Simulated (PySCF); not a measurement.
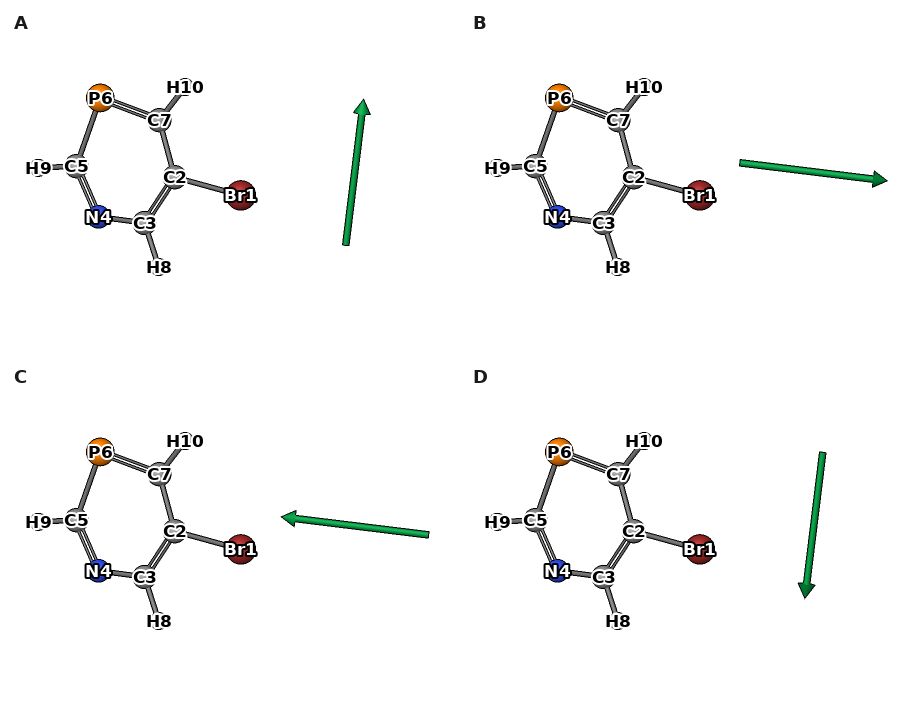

The same molecule four times, each with an arrow. The computed structure is the end point of a GFN2-xTB optimisation. No frequency run is at hand to confirm it as a minimum. Properties computed with PBE0/def2-SVPD, gas phase (PySCF 2.14.0).

Which arrow points along the dipole moment, from the negative to the positive end?

A. The dipole moment is 0.75 D; it points from the side of H8 to the side of H10 (the outermost atoms at the two ends).

The geometry is semi-empirical. Around Br, P such bond lengths and angles can be off by a tenth of an ångström or more and by several degrees, and values that hang on the shape move with them.
